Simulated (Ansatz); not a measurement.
S6Sr6 (charge −1, doublet)

Input

```
crystal:
  periodic: [false, false, false]
  atoms:
    - {symbol: Sr, position_ang: [0.517703, 3.963376, -0.058826]}
    - {symbol: Sr, position_ang: [2.051221, -0.252028, 0.639939]}
    - {symbol: Sr, position_ang: [-2.885415, 5.674730, -0.236237]}
    - {symbol: Sr, position_ang: [2.894452, -5.672752, 0.124947]}
    - {symbol: Sr, position_ang: [-2.127172, 0.242209, 0.318882]}
    - {symbol: Sr, position_ang: [-0.497214, -3.961826, -0.207377]}
    - {symbol: S, position_ang: [0.483750, -6.642118, -0.223856]}
    - {symbol: S, position_ang: [-2.268344, 3.025713, -0.156872]}
    - {symbol: S, position_ang: [2.269575, -3.024557, 0.134429]}
    - {symbol: S, position_ang: [-0.450857, 6.645521, -0.179938]}
    - {symbol: S, position_ang: [-2.708683, -2.314327, -0.314885]}
    - {symbol: S, position_ang: [2.720982, 2.316049, 0.159783]}
basis:
  gaussian: {orbitals: def2-SVP, initial_orbitals: start.molden}
total_charge: -1
magnetization: {spin_polarized: true, initial_magnetization: 1}
hamiltonian: {xc: pbe0, dispersion: d4}
scf: {omitted_lower_state_checks: [starts]}
output: {orbitals: {seedname: orbitals}}
```

Launched as:

```sh
ansatz run in.yaml --threads 4 --pin off --events-out ev --progress --plain --max-ram 6963MiB
```

Geometry: PBE-D4/def2-SVP; core potentials replace the inner electrons of Sr.

Level of theory: Ansatz 0.2.0, UKS PBE0-D4/def2-SVP.

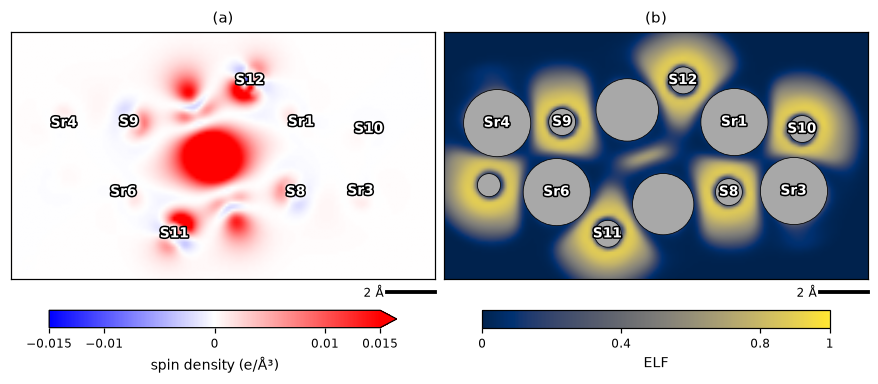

Figure 1. (a) spin density (α minus β); (b) electron localisation function on the plane of atoms S10, Sr1 and S12. Grey discs cover the atomic cores in the ELF map.

What do the fields say about this system?

Answer. The plane passes through Sr and S nuclei.
Sr–S (2.62 Å): the ELF peaks at about 0.85 in the valence shell of S, 0.9 Å from its nucleus, and is about 0.25 at the midpoint (an ionic contact with no shared pair).
Sr–Sr (3.81 Å): the ELF is about 0.10 at the midpoint.
Sr–S (2.72 Å): the ELF peaks at about 0.85 in the valence shell of S, 1.0 Å from its nucleus, and is about 0.20 at the midpoint; a largely ionic contact.
Sr–S (2.76 Å): the ELF peaks at about 0.85 in the valence shell of S, 0.9 Å from its nucleus, and is about 0.15 at the midpoint; a closed-shell, largely ionic contact.
Sr–S (2.85 Å): the ELF peaks at about 0.85 in the valence shell of S, 0.9 Å from its nucleus, and is about 0.15 at the midpoint; a largely ionic contact.
The unpaired spin (1 electron) lies mostly on Sr2 (about 0.4) and Sr5 (about 0.4), in electrons by Hirshfeld's partition.

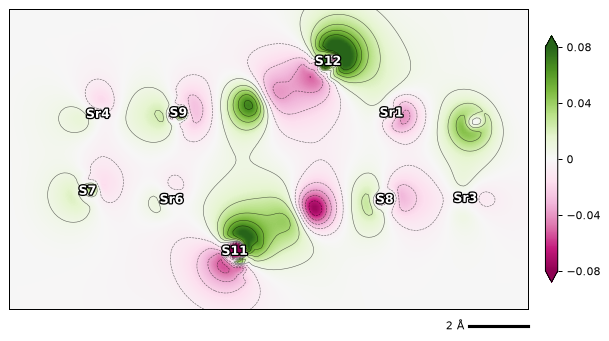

Figure 2. The HOMO−1 (α) on the plane of atoms S7, Sr6 and S11 (values in Å⁻³ᐟ²; the overall sign is arbitrary).

What is the character of this orbital?

Answer. By Hirshfeld shares it lies mainly on S11 (about 40 %) and S12 (about 40 %); largely a combination of lone pairs on S11 and S12. Its energy is −2.44 eV.
